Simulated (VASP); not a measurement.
Band structure of Li2S (antifluorite). All values below come from PBE GGA, VASP's PBE PAW potentials (set 64) (plane waves; VASP).

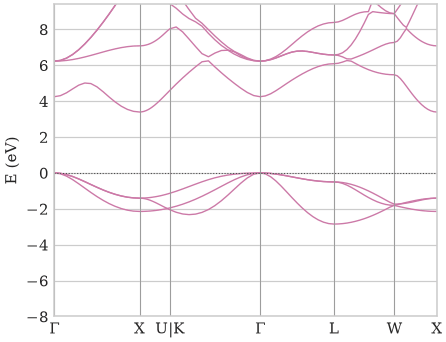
*Bands along high-symmetry lines, zero at the valence-band maximum or, without a gap, the Fermi level*

Task: Read the plot: is there a gap, and where are the band edges?

Result: The gap is indirect, 3.39 eV, from the valence maximum at Γ to the conduction minimum at X. (Edges off the drawn lines would not show.)

The compound is Li2S in the antifluorite structure. It was relaxed first.
